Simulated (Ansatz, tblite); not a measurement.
# The cluster Al₃P₂+: charged states by level of theory

What does adding an electron cost or gain for the cluster Al₃P₂+? Each charged state is run at several levels.

Method: as each input shows; program: Ansatz 0.2.0, Gaussian basis.

Plan: charge 0 doublet, at the geometry of the singlet (PBE0-D4/def2-TZVP, PBE-D4/def2-TZVP, r2SCAN-D4/def2-TZVP); the starting singlet's energies come from earlier runs.

3 further runs of the same task are left out: 1 that didn't finish, 2 set aside as unsound or not needed. Runs told in other sessions of the task aren't counted.

## Step 1: The geometry

The geometry is that of the singlet, from an earlier relaxation (PBE-D4/def2-SVP). At that level it is the lowest of the isomers that a small search found.

5 atoms, charge 1, spin multiplicity 1.

Atoms are counted from 1 here; the program's logs count them from 0.

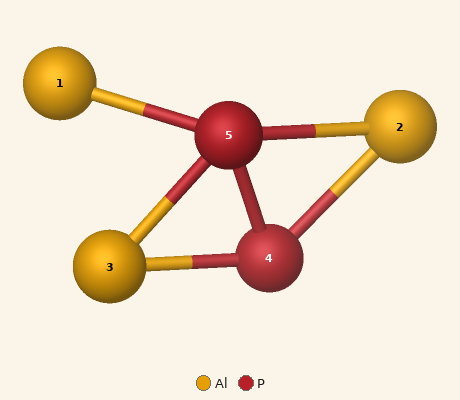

The geometry (aluminium amber, phosphorus red); atoms are numbered from 1 in the order of the file.

Coordinates:

```xyz
5
Al3P2
Al   -0.9467    2.3915   -0.3119
Al    2.5667   -1.1648   -0.2911
Al   -2.0213   -0.1024    0.2534
P    -0.1077   -1.4912   -0.2078
P     0.5090    0.3669    0.5574
```

The ion is computed in the gas phase, without counter-ions or solvent.

## Step 2: Charge 0 doublet at the fixed geometry, PBE0-D4/def2-TZVP

Contents of in.yaml:

```yaml
crystal:
  periodic: [false, false, false]
  atoms:
    - {symbol: Al, position_ang: [-0.946687, 2.391497, -0.311923]}
    - {symbol: Al, position_ang: [2.566665, -1.164827, -0.291060]}
    - {symbol: Al, position_ang: [-2.021331, -0.102369, 0.253405]}
    - {symbol: P, position_ang: [-0.107694, -1.491246, -0.207779]}
    - {symbol: P, position_ang: [0.509048, 0.366944, 0.557358]}
basis:
  gaussian: {orbitals: def2-TZVP}
magnetization: {spin_polarized: true, initial_magnetization: 1}
hamiltonian: {xc: pbe0, dispersion: d4}
scf: {omitted_lower_state_checks: [starts]}
output: {orbitals: {seedname: orbitals}}
```

Run with:

```sh
> ansatz run in.yaml --threads 4 --pin off --events-out ev --progress --plain --max-ram 4787MiB
```

What it wrote:

```text
Functional definition: PBE0
  name "PBE0"
  cite "Adamo & Barone, J. Chem. Phys. 110, 6158 (1999) doi:10.1063/1.478522"
  cite "Perdew, Burke & Ernzerhof, Phys. Rev. Lett. 77, 3865 (1996) doi:10.1103/PhysRevLett.77.3865"
  parent pbe
  parameter a = 0.25
  parameter kappa = 0.804
  parameter beta = 0.06672455060314922
  exchange = (1 - a)*pbe_x(kappa = kappa, mu = beta*pi^2/3) + a*exact_x
  correlation = pbe_c(beta = beta)
these checks for a lower state are left out or cut short: starts
1401 factors; their error is unknown
mean field evaluation 1: about -38347.6484 eV, gradient 2.5e1 eV
mean field evaluation 2: about -38306.4160 eV, gradient 7.2e1 eV
mean field evaluation 4: about -38351.8171 eV, gradient 1.0e1 eV
mean field evaluation 8: about -38352.6926 eV, gradient 2.5e-1 eV
mean field evaluation 16: about -38352.7508 eV, gradient 3.7e-3 eV
mean field evaluation 32: about -38352.7508 eV, gradient 6.4e-5 eV
mean field -38352.75079828 eV, -1409.4375954086 hartree, gradient 2.7e-5 eV, S^2 0.767663; 0 other end points of the search recorded, 0 dependent functions left out
reference -38352.75082576 eV, -1409.4375964184 hartree; 35, 34 occupied and 150, 151 virtual orbitals, 1401 factors
Total energy: -38353.01331133 eV, -1409.4472425852 hartree
Checks for a lower state left out: starts
```

Run time: 10 s. Hardware: 4 threads of Arm Neoverse V1, shared host; peak memory 0.78 GiB.

HOMO -4.90 eV, LUMO -2.81 eV (over both spins); ⟨S²⟩ 0.768 (pure: 0.75).

## Step 3: Charge 0 doublet at the fixed geometry, PBE-D4/def2-TZVP

start.molden holds the orbitals of an earlier run on this state, given as this run's starting guess.

in.yaml: that of step 2 with these lines changed.

```diff
@@ -9,5 +9,5 @@
 basis:
-  gaussian: {orbitals: def2-TZVP}
+  gaussian: {orbitals: def2-TZVP, initial_orbitals: start.molden}
 magnetization: {spin_polarized: true, initial_magnetization: 1}
-hamiltonian: {xc: pbe0, dispersion: d4}
+hamiltonian: {xc: pbe, dispersion: d4}
 scf: {omitted_lower_state_checks: [starts]}
```

Same command.

What it wrote:

```text
Functional definition: PBE
  name "PBE"
  cite "Perdew, Burke & Ernzerhof, Phys. Rev. Lett. 77, 3865 (1996) doi:10.1103/PhysRevLett.77.3865"
  parent pbe
  parameter kappa = 0.804
  parameter beta = 0.06672455060314922
  exchange = pbe_x(kappa = kappa, mu = beta*pi^2/3)
  correlation = pbe_c(beta = beta)
these checks for a lower state are left out or cut short: starts
1317 factors; their error is unknown
mean field evaluation 1: about -38349.7435 eV, gradient 9.8e0 eV
mean field evaluation 2: about -38349.8683 eV, gradient 2.2e-1 eV
mean field evaluation 4: about -38349.8578 eV, gradient 2.6e-2 eV
mean field evaluation 8: about -38349.8578 eV, gradient 5.1e-5 eV
mean field -38349.85784399 eV, -1409.3312812992 hartree, gradient 1.5e-5 eV, S^2 0.758264; 0 other end points of the search recorded, 0 dependent functions left out
reference -38349.85788076 eV, -1409.3312826508 hartree; 35, 34 occupied and 150, 151 virtual orbitals, 1317 factors
Total energy: -38350.16226520 eV, -1409.3424685726 hartree
Checks for a lower state left out: starts
```

It took 4.3 s on 4 threads of Arm Neoverse V1, shared host.

HOMO -4.05 eV, LUMO -3.43 eV (over both spins); ⟨S²⟩ 0.758 (pure: 0.75).

## Step 4: Charge 0 doublet at the fixed geometry, r2SCAN-D4/def2-TZVP

in.yaml: that of step 3 with these lines changed.

```diff
@@ -11,3 +11,3 @@
 magnetization: {spin_polarized: true, initial_magnetization: 1}
-hamiltonian: {xc: pbe, dispersion: d4}
+hamiltonian: {xc: r2scan, dispersion: d4}
 scf: {omitted_lower_state_checks: [starts]}
```

The command is unchanged.

What it wrote:

```text
Functional definition: r2SCAN
  name "r2SCAN"
  cite "Furness, Kaplan, Ning, Perdew & Sun, J. Phys. Chem. Lett. 11, 8208 (2020) doi:10.1021/acs.jpclett.0c02405"
  cite "Furness, Kaplan, Ning, Perdew & Sun, J. Phys. Chem. Lett. 11, 9248 (2020) doi:10.1021/acs.jpclett.0c03077"
  parent r2scan
  parameter k0 = 0.174
  parameter k1 = 0.065
  parameter a1 = 4.9479
  exchange = r2scan_x(k0 = k0, k1 = k1, a1 = a1)
  correlation = r2scan_c
these checks for a lower state are left out or cut short: starts
1317 factors; their error is unknown
mean field evaluation 1: about -38365.1754 eV, gradient 6.5e0 eV
mean field evaluation 2: about -38365.2311 eV, gradient 1.2e-1 eV
mean field evaluation 4: about -38365.2161 eV, gradient 5.1e-3 eV
mean field evaluation 8: about -38365.2161 eV, gradient 2.0e-5 eV
mean field -38365.21609432 eV, -1409.8956865890 hartree, gradient 1.9e-5 eV, S^2 0.774302; 0 other end points of the search recorded, 0 dependent functions left out
reference -38365.21611106 eV, -1409.8956872041 hartree; 35, 34 occupied and 150, 151 virtual orbitals, 1317 factors
Total energy: -38365.27643352 eV, -1409.8979040133 hartree
Checks for a lower state left out: starts
```

Run time: 13 s. Hardware: 4 threads of Arm Neoverse V1, shared host.

From the report: HOMO -4.33 eV, LUMO -3.43 eV (over both spins); ⟨S²⟩ 0.774 (pure: 0.75).

## Step 5: Vertical electron affinity

Starting state less charged state (positive: the electron is bound), singlet to doublet; the starting state's energies are those of its earlier runs.

| level | vertical electron affinity (eV) | time |
| --- | --- | --- |
| PBE-D4/def2-TZVP | +6.29 | 6.6 s |
| r2SCAN-D4/def2-TZVP | +6.46 | 17 s |
| PBE0-D4/def2-TZVP | +6.38 | 14 s |

Times add the two runs; a level without a time comes out of a correlated run.

Beside −ε(LUMO) of the starting state:

| level | −ε(LUMO) (eV) | by difference (eV) | mismatch (eV) |
| --- | --- | --- | --- |
| PBE-D4/def2-TZVP | 8.50 | 6.29 | +2.21 |
| r2SCAN-D4/def2-TZVP | 8.54 | 6.46 | +2.08 |
| PBE0-D4/def2-TZVP | 7.83 | 6.38 | +1.44 |

## Step 6: What came out

| quantity | value |
| --- | --- |
| vertical electron affinity, functionals in def2-TZVP | 6.29 (PBE-D4) to 6.46 eV (r2SCAN-D4) |

In words: The vertical electron affinity spans 6.29 to 6.46 eV over the functionals. −ε(LUMO) misses the level's own difference by +1.44 eV at best (PBE0-D4) and +2.21 eV at worst (PBE-D4).
